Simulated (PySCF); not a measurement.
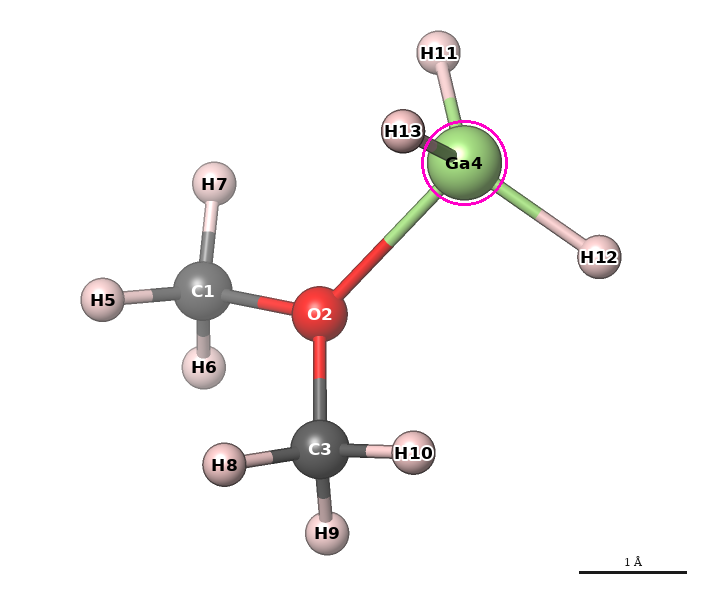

Orthographic view. Distant atoms are faded towards the background colour. Computed geometry: GFN2-xTB optimisation. No frequency run is at hand to confirm it as a minimum.

Question: Which atoms are bonded to the circled atom?

Answer: The circled atom is Ga4; it is bonded to O2, H11, H12, H13.

Question: Which atom is nearest the viewer?

Answer: H13, 2.0 Å in front of the mean position.

Question: What is the shortest path along bonds from the circled atom to H6?

Answer: Ga4–O2–C1–H6, 3 bonds; through space the two are 3.92 Å apart.

Question: Of C1 and O2, which is nearer the viewer?

Answer: O2; the bond to C1 points away from the viewer, so it looks shorter than its 1.41 Å.
